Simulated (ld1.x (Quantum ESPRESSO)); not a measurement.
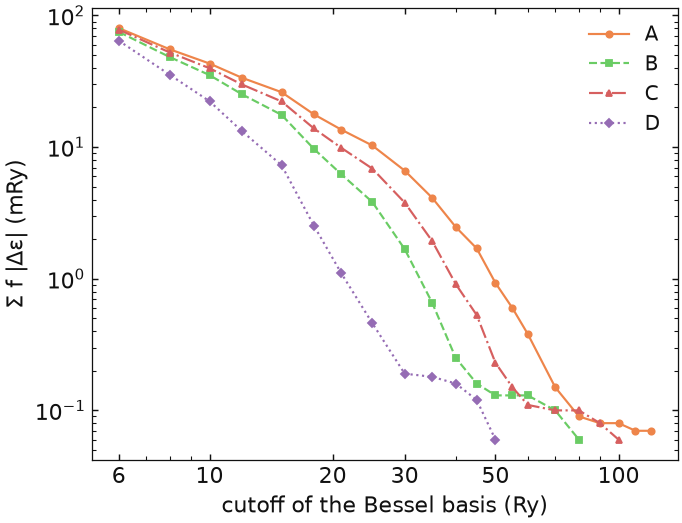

The occupation-weighted error of the valence levels in a spherical-Bessel basis for 4 variants of one potential.

Base settings:

Input of ld1.x (Quantum ESPRESSO) 7.5:

```
 &input
   title='H', zed=1., rel=1, dft='PZ', iswitch=3,
   config='1s1 2p-2',
   nld=2, rlderiv=1.50, eminld=-2.0, emaxld=5.0, deld=0.02
 /
 &inputp
   pseudotype=1, tm=.true., lloc=1,
   nlcc=.false.,
   file_pseudopw='H.pp', file_wfcaegen='ae.wfc', file_wfcncgen='nc.wfc'
 /
2
1S  1  0   1.00   0.00  1.35  1.35  0.0
2P  2  1  -2.00  -0.05  1.10  1.10  0.0
 &test
   configts(1)='1s1'
 /
```

Launched with:
```bash
ld1.x < H.in > H.out
```

Functional and relativity: LDA (PZ), scalar-relativistic.

Question: The variants differ in the radius of the s channel: 0.90 bohr, 1.08 bohr, 1.24 bohr, 1.64 bohr. Which curve belongs to which value?

Answer: A: 0.90 bohr; B: 1.24 bohr; C: 1.08 bohr; D: 1.64 bohr.

Question: What did the other tests of these runs give?

Answer: A: loose cutoff 30 Ry; bound ghosts none. B: loose cutoff 18 Ry; bound ghosts none. C: loose cutoff 21 Ry; bound ghosts none. D: loose cutoff 15 Ry; bound ghosts none. The loose cutoff is the first of the cutoffs, on a coarse ladder, from which the occupation-weighted sum of valence levels, in a spherical-Bessel basis at the reference potential, stays within 10 and 1 mRy of its value at 400 Ry.
